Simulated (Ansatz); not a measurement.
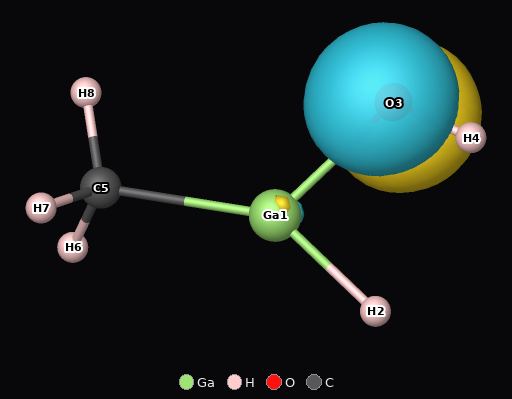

CH$_{5}$GaO. The HOMO−1 at ±0.2 Å⁻³ᐟ² (yellow and cyan are the two phases), seen at a tilt.

Not at a stationary point (largest force 1.8 eV/Å).

Method: Ansatz 0.2.0, RHF/def2-mTZVP.

```yaml
atoms:
  - { symbol: Ga, position_ang: [0.0430, -0.1726, 0.1813] }
  - { symbol: H, position_ang: [0.6253, -0.2924, 1.6126] }
  - { symbol: O, position_ang: [1.7192, -0.2841, -0.3891] }
  - { symbol: H, position_ang: [2.3311, -0.3713, 0.3208] }
  - { symbol: C, position_ang: [-1.5731, 0.0141, -0.9154] }
  - { symbol: H, position_ang: [-2.2920, -0.7597, -0.6767] }
  - { symbol: H, position_ang: [-2.0516, 0.9704, -0.7389] }
  - { symbol: H, position_ang: [-1.3288, -0.0563, -1.9669] }
```

Where does this orbital lie, and at what energy?

By Hirshfeld shares it lies mainly on O3 (about 80 %) and Ga1 (about 10 %); largely a lone pair of O3. Its energy is −12.44 eV.
